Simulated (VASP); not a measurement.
Band structure of InP (zinc blende). Method: r2SCAN+rVV10, VASP's PBE PAW potentials (set 64) (plane waves; VASP 6.6.1).

Unless said otherwise, spin-orbit coupling is left out, though it shifts the bands of the heavy elements here.

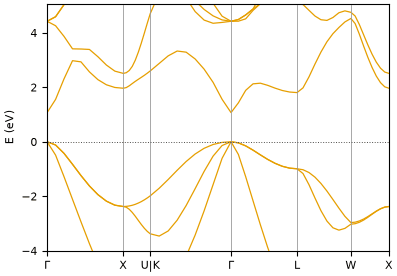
Figure: Bands along high-symmetry lines, zero at the valence-band maximum or, without a gap, the Fermi level

Problem. Read the plot: is there a gap, and where are the band edges?

Solution. The gap is direct, 1.07 eV, from the valence maximum at Γ to the conduction minimum at Γ.

Measured: gap 1.47 eV (computed value off by -0.40 eV), as given by Wei Chen et al., Physical Review Materials (2018), doi:10.1103/physrevmaterials.2.073803 [zero-point renormalisation of 0.05 eV added back (the table's ZPR column)].

The compound is InP in the zinc blende structure. It was relaxed first.
